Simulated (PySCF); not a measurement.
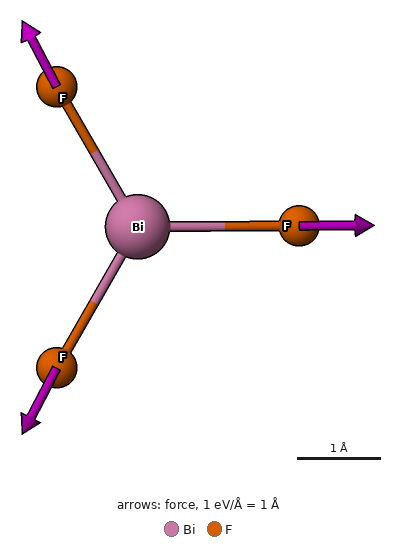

Starting geometry of BiF₃ (charge +2) with the computed forces as purple arrows. The picture is a ball-and-stick view, seen at a tilt.

Theory: RKS PBE, Bi def2-SVP with ECP60, F def2-SVP; non-relativistic Hamiltonian with scalar-relativistic core potentials; density fitting in PySCF.

Input file:
```
mol = gto.M(atom='''
Bi    -0.00000     0.00000     0.00000
F      1.96080     0.00000    -0.00000
F     -0.98040     1.69810     0.00000
F     -0.98040    -1.69810    -0.00000''',
    basis={'Bi': 'def2-SVP', 'F': 'def2-SVP'},
    ecp={'Bi': 'def2-SVP'},
    charge=2, spin=0)
mf = dft.RKS(mol, xc='PBE')
mf.grids.atom_grid = (50, 194)  # f atoms: at least (60, 302), unpruned
mf = mf.density_fit()  # Bi def2-universal-JKFIT, F def2-universal-JKFIT
mf.conv_tol = 1e-08; mf.max_cycle = 55
mf.kernel(dm0)
# quasi-Newton relaxation in Cartesian coordinates to a largest gradient under 0.00045 Eh/bohr, steps kept in the point group
```

Launched with:
```bash
OMP_NUM_THREADS=2 python run.py
```

Q: Is this structure relaxed? If not, where do the atoms go?

A: It isn't relaxed: the largest force vector, on F2, is 0.93 eV/Å. The atoms end up moving mostly along the starting forces (cosine between the two patterns 1.00). The largest moves after the best rigid fit, 0.041 Å, are those of F2, F3 and F4. Bi stays in place. Near-neighbour distances that change, for instance: Bi1–F2 1.961 → 2.002 Å. The energy falls by 1.24 kcal/mol in 2 geometry steps. The largest force component goes from 0.92 to 0.0053 eV/Å.
